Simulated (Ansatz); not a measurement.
Start from GaCuSe₂ in the chalcopyrite structure (space group I-42d, No. 122; a = 5.672 Å, c = 11.263 Å).

Now apply this change: every lattice vector is shortened by 3.00 %, atoms relaxed at fixed cell.

The values are results of PBE, PAW, 420 eV (Ansatz, a first-principles code; scalar-relativistic without spin-orbit coupling), not measurements.

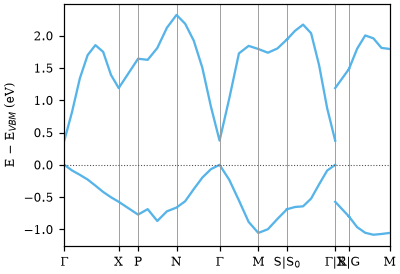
Figure. Highest valence and lowest conduction band along the path of the changed cell's own zone

**Question.** Read the changed gap and its character from the plot.

**Answer.** About 0.37 eV, direct at Γ.

The cells carry an imposed strain or load. No phonon test of stability was made. The final runs are not spin-polarised.
